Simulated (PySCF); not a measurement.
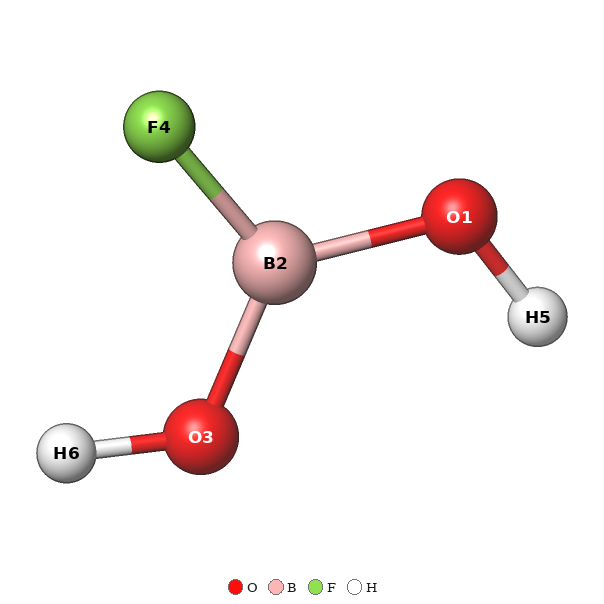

Computed geometry: GFN2-xTB optimisation. No frequency run is at hand to confirm it as a minimum. Level of theory: B3LYP/pcJ-1 indirect spin-spin coupling, non-relativistic, gas phase (PySCF 2.14.0). Isotopes: 11B, 19F, 1H, 17O.

Give the spin–spin coupling constants of these pairs, with the number of bonds between them: B2/O3, O3/H6, O1/F4, O1/O3, B2/H6, O3/F4, F4/H6.

```csv
pair,bonds apart,J (Hz)
"B2, O3",1,−18.6
"O3, H6",1,−94.3
"O1, F4",2,−39.3
"O1, O3",2,−1.5
"B2, H6",2,−2.5
"O3, F4",2,31.9
"F4, H6",3,−3.7
```

Density functionals are unreliable for couplings to fluorine, so those rows may be far off.

The geometry is semi-empirical. Around B such bond lengths and angles can be off by a tenth of an ångström or more and by several degrees, and values that hang on the shape move with them.
